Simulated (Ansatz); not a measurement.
## Electronic structure of BFGaH$_{2}$O (charge +1) in real space

```yaml
atoms:
  - { symbol: B, position_ang: [0.6400, -0.5012, -0.1732] }
  - { symbol: F, position_ang: [1.5969, -1.1547, -0.9650] }
  - { symbol: Ga, position_ang: [2.9835, -0.2663, 0.5000] }
  - { symbol: O, position_ang: [1.2788, 0.1397, 0.8315] }
  - { symbol: H, position_ang: [-0.5187, -0.5633, -0.4291] }
  - { symbol: H, position_ang: [4.4981, -0.4354, 0.4783] }
```

Geometry: B3LYP-D3(BJ)/def2-SVP.

Computed with Ansatz 0.2.0, isolated molecule in a Gaussian basis; Kohn-Sham density functional theory, functional PBE0.

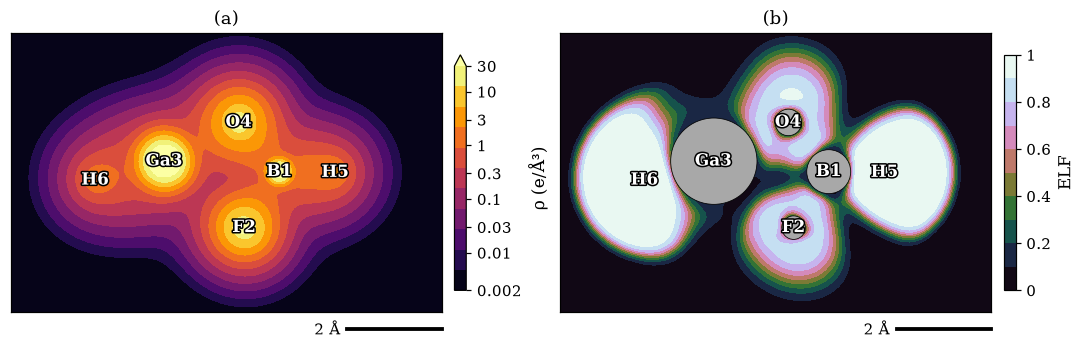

Figure 1. (a) electron density; (b) ELF on the molecular plane. Grey discs cover the atomic cores in the ELF map.

Interpret the plot.

Answer. Atoms in the plane: B, F, Ga, O and H. B–O (1.35 Å): the density is about 2.2 e/Å³ at the midpoint; the ELF peaks at about 0.90 between the atoms: a polar covalent bond. B–F (1.40 Å): ρ is about 1.8 e/Å³ halfway; the ELF peaks at about 0.85 between the atoms, as expected for a polar covalent bond. Ga–O (1.78 Å): ρ is about 0.97 e/Å³ halfway; the ELF peaks at about 0.85 in the valence shell of O, 0.6 Å from its nucleus, and is about 0.25 at the midpoint. Ga–B (2.45 Å): ρ is about 0.5 e/Å³ halfway; the ELF is about 0.35 at the midpoint. B–H (1.19 Å): ρ at the midpoint is about 1.4 e/Å³; the ELF climbs to about 1 towards the hydrogen, as it does in any bond to H: an ordinary covalent bond to hydrogen. The ELF also peaks beside F2 and O4, away from the bonds: lone-pair regions.

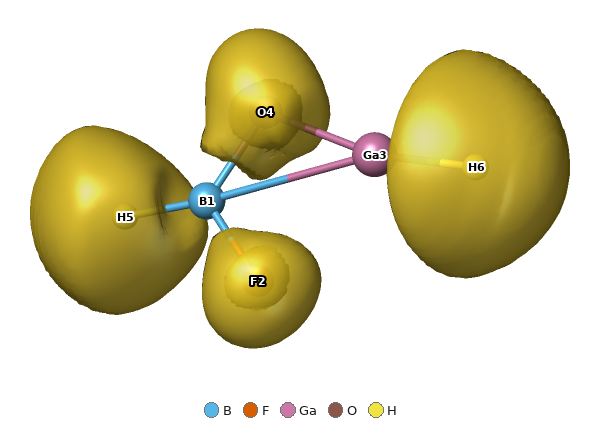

Figure 2. Isosurface of the electron localisation function at 0.75 (yellow), seen at a tilt. Only the valence region is drawn (cores and ρ < 0.01 e/Å³ removed).

Describe the localisation domains.

Answer. At this value the surface marks out two regions around hydrogen nuclei, one region on F in which the atom's valence shell and bonds are merged and one region on O in which the atom's valence shell and bonds are merged.

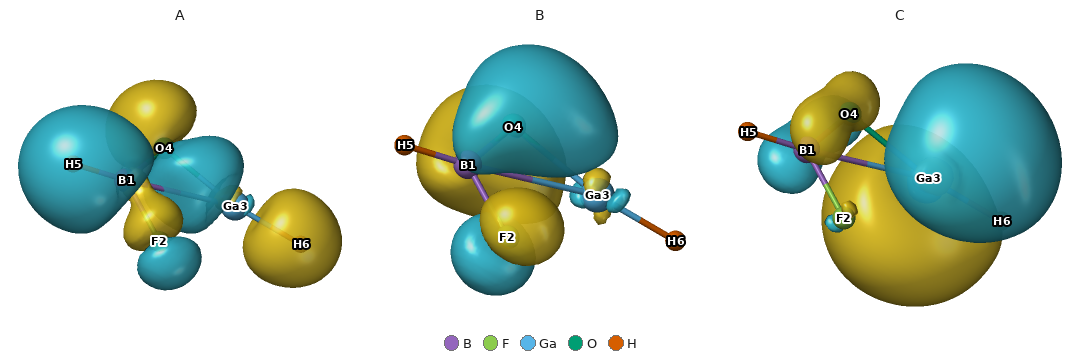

Figure 3. Three frontier orbitals at ±0.08 Å⁻³ᐟ² (yellow and cyan are the two phases), in no order.

Order the three orbitals by energy and name them.

Answer. B is the HOMO−1 (−16.51 eV). It lies mainly on O4 (about 70 %), F2 (about 10 %), B1 (about 10 %) and Ga3 (about 10 %); it changes sign across the molecular plane (π type); π-bonding across B1–Ga3; π-antibonding (a node) across B1–F2. A is the HOMO (−15.99 eV). Its weight (Hirshfeld) is mainly on O4 (about 30 %), B1 (about 20 %), H5 (about 20 %), Ga3 (about 10 %), F2 (about 10 %) and H6 (about 5 %); it is symmetric in the molecular plane (an in-plane orbital: σ, lone-pair or in-plane π type). C is the LUMO (−7.56 eV). It lies mainly on Ga3 (about 80 %) and H6 (about 5 %); it changes sign across the molecular plane (π type).

What is the HOMO–LUMO gap?

Answer. 8.43 eV between the orbital energies.

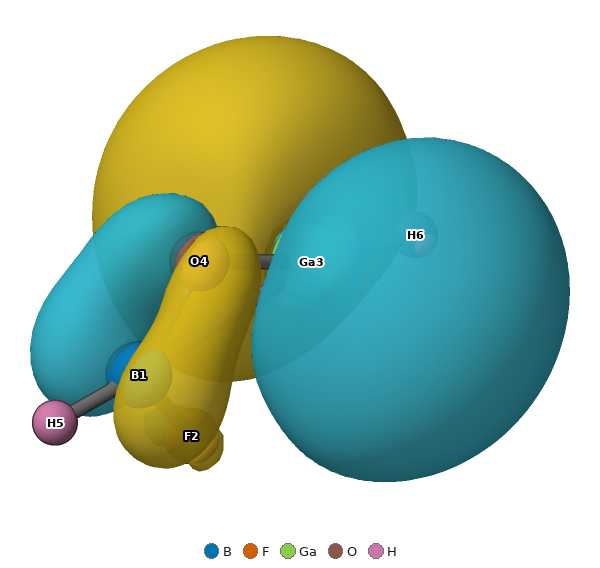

Figure 4. The LUMO at ±0.06 Å⁻³ᐟ² (yellow and cyan are the two phases), seen at an oblique angle.

What is the character of this orbital?

Answer. Its weight (Hirshfeld) is mainly on Ga3 (about 80 %) and H6 (about 5 %); it changes sign across the molecular plane (π type). Its energy is −7.56 eV.
